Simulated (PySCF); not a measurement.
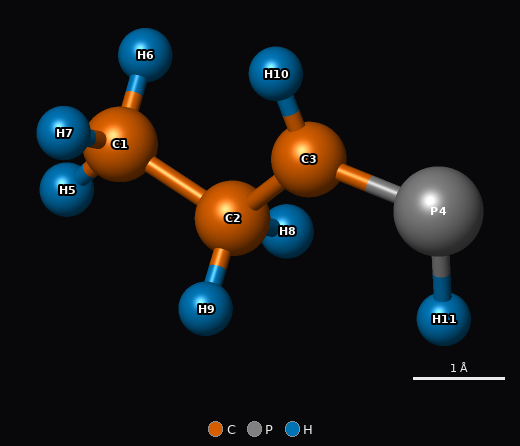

Figure 1. The input geometry (ball-and-stick view, seen at a tilt; atoms are numbered from 1 in the order of the input). Bond lengths as drawn: C–C 1.50 to 1.52 Å, C–H 1.08 to 1.10 Å, C–P 1.67 Å and H–P 1.41 Å.

**Run report: C3H7P, property calculation**

The run: property calculation of C3H7P, SMILES CCC=P. Method and program: TPSSh/cc-pVDZ, RKS (PySCF 2.14.0).

The geometry comes from this level: GFN2-xTB.

Log
```
converged SCF energy = -459.881716133196
E(TPSSH) = -459.881716133
Dipole moment(X, Y, Z, Debye): -1.11421,  1.22674, -0.59217
 ** Mulliken pop  **
pop of  0 C 1s            2.01108
pop of  0 C 2s            0.66075
pop of  0 C 3s            0.37075
pop of  0 C 2px           0.71015
pop of  0 C 2py           0.69238
pop of  0 C 2pz           0.70876
pop of  0 C 3px           0.28792
pop of  0 C 3py           0.26765
pop of  0 C 3pz           0.29060
pop of  0 C 3dxy          0.01333
pop of  0 C 3dyz          0.01035
pop of  0 C 3dz^2         0.01083
pop of  0 C 3dxz          0.00628
pop of  0 C 3dx2-y2       0.01039
pop of  1 C 1s            2.01165
pop of  1 C 2s            0.66822
pop of  1 C 3s            0.39429
pop of  1 C 2px           0.69876
pop of  1 C 2py           0.70544
pop of  1 C 2pz           0.70631
pop of  1 C 3px           0.24994
pop of  1 C 3py           0.26717
pop of  1 C 3pz           0.26537
pop of  1 C 3dxy          0.01920
pop of  1 C 3dyz          0.01301
pop of  1 C 3dz^2         0.01586
pop of  1 C 3dxz          0.00963
pop of  1 C 3dx2-y2       0.01596
pop of  2 C 1s            2.00979
pop of  2 C 2s            0.69694
pop of  2 C 3s            0.54128
pop of  2 C 2px           0.65516
pop of  2 C 2py           0.75478
pop of  2 C 2pz           0.58878
pop of  2 C 3px           0.29648
pop of  2 C 3py           0.20500
pop of  2 C 3pz           0.36697
pop of  2 C 3dxy          0.01560
pop of  2 C 3dyz          0.01172
pop of  2 C 3dz^2         0.00662
pop of  2 C 3dxz          0.00643
pop of  2 C 3dx2-y2       0.01129
pop of  3 P 1s            2.00001
pop of  3 P 2s            2.02386
pop of  3 P 3s            0.89524
pop of  3 P 4s            0.83394
pop of  3 P 2px           2.00287
pop of  3 P 2py           2.00374
pop of  3 P 2pz           2.00273
pop of  3 P 3px           0.61180
pop of  3 P 3py           0.59894
pop of  3 P 3pz           0.54804
pop of  3 P 4px           0.51908
pop of  3 P 4py           0.29080
pop of  3 P 4pz           0.50775
pop of  3 P 3dxy          0.03813
pop of  3 P 3dyz          0.02795
pop of  3 P 3dz^2         0.01096
pop of  3 P 3dxz          0.02062
pop of  3 P 3dx2-y2       0.03236
pop of  4 H 1s            0.76247
pop of  4 H 2s            0.18117
pop of  4 H 2px           0.01297
pop of  4 H 2py           0.00656
pop of  4 H 2pz           0.00909
pop of  5 H 1s            0.76030
pop of  5 H 2s            0.17374
pop of  5 H 2px           0.01322
pop of  5 H 2py           0.00779
pop of  5 H 2pz           0.00748
pop of  6 H 1s            0.76029
pop of  6 H 2s            0.17368
pop of  6 H 2px           0.00658
pop of  6 H 2py           0.00582
pop of  6 H 2pz           0.01609
pop of  7 H 1s            0.75946
pop of  7 H 2s            0.16047
pop of  7 H 2px           0.00569
pop of  7 H 2py           0.00569
pop of  7 H 2pz           0.01639
pop of  8 H 1s            0.75955
pop of  8 H 2s            0.16060
pop of  8 H 2px           0.01328
pop of  8 H 2py           0.00748
pop of  8 H 2pz           0.00702
pop of  9 H 1s            0.76153
pop of  9 H 2s            0.16712
pop of  9 H 2px           0.00938
pop of  9 H 2py           0.01163
pop of  9 H 2pz           0.00919
pop of  10 H 1s           0.74849
pop of  10 H 2s           0.25400
pop of  10 H 2px          0.00821
pop of  10 H 2py          0.00350
pop of  10 H 2pz          0.00641
 ** Mulliken atomic charges  **
charge of    0C =     -0.05122
charge of    1C =     -0.04082
charge of    2C =     -0.16683
charge of    3P =      0.03118
charge of    4H =      0.02775
charge of    5H =      0.03748
charge of    6H =      0.03755
charge of    7H =      0.05230
charge of    8H =      0.05208
charge of    9H =      0.04115
charge of   10H =     -0.02061
Traceless quadrupole moment (Debye*A):

IAO charges [-0.3926 -0.2415 -0.3394  0.1765  0.1359  0.1313  0.1314  0.1455  0.1454
  0.1517 -0.0444]
```

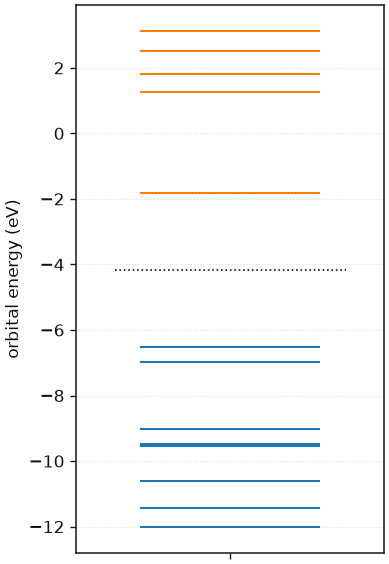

Figure 2. Orbital energies near the frontier; the dotted line parts filled from empty levels, and levels within 0.02 eV of each other stand side by side. Highest filled −6.52 eV, lowest empty −1.81 eV, 4.71 eV apart.

This output came from the following input.

Input (run.py)
```python
import numpy
from pyscf import gto, scf, dft, lo

mol = gto.Mole()
mol.atom = [
    ('C', (-0.490690, 1.392750, -0.103130)),
    ('C', (-0.340210, -0.113330, -0.271930)),
    ('C', (0.831770, -0.657080, 0.483620)),
    ('P', (1.332390, -2.249440, 0.564400)),
    ('H', (-1.349180, 1.754040, -0.664660)),
    ('H', (0.397000, 1.907710, -0.464470)),
    ('H', (-0.634060, 1.646870, 0.944980)),
    ('H', (-0.229320, -0.353450, -1.334950)),
    ('H', (-1.253900, -0.613530, 0.066810)),
    ('H', (1.414580, 0.068650, 1.036970)),
    ('H', (0.321620, -2.783200, -0.257630)),
]
mol.verbose = 3
mol.max_memory = 1860
mol.charge = 0
mol.basis = 'cc-pvdz'
mol.build()

myscf = dft.RKS(mol, xc='tpssh')
myscf.grids.level = 2
myscf.conv_tol = 1e-10
myscf.kernel()
if not myscf.converged:
    myscf = myscf.newton().run(myscf.mo_coeff, myscf.mo_occ)

etot = myscf.e_tot
print('E(%s) = %.9f' % ('TPSSH', etot))
dip = myscf.dip_moment()
pop, q = myscf.mulliken_pop()
quad = myscf.quad_moment()
occ = myscf.mo_coeff[:, myscf.mo_occ > 0]
iaos = lo.vec_lowdin(lo.iao.iao(mol, occ), myscf.get_ovlp())
c = iaos.T @ myscf.get_ovlp() @ occ
pop_iao, q_iao = scf.hf.mulliken_pop(lo.iao.reference_mol(mol), (c * myscf.mo_occ[myscf.mo_occ > 0]) @ c.T, numpy.eye(c.shape[0]), verbose=0)
print('IAO charges', numpy.round(q_iao, 4))
```

Launch command:
```bash
OMP_NUM_THREADS=1 python run.py
```

Results in brief

```csv
quantity,value
outcome,converged
total energy,−459.881716 hartree
basis functions,95
HOMO,−6.52 eV
LUMO,−1.81 eV
dipole moment,1.76 D
hardware,"1 thread of Arm Neoverse V1, 24 GiB of memory available, shared host"
wall time,15 s
peak memory,0.51 GiB
```
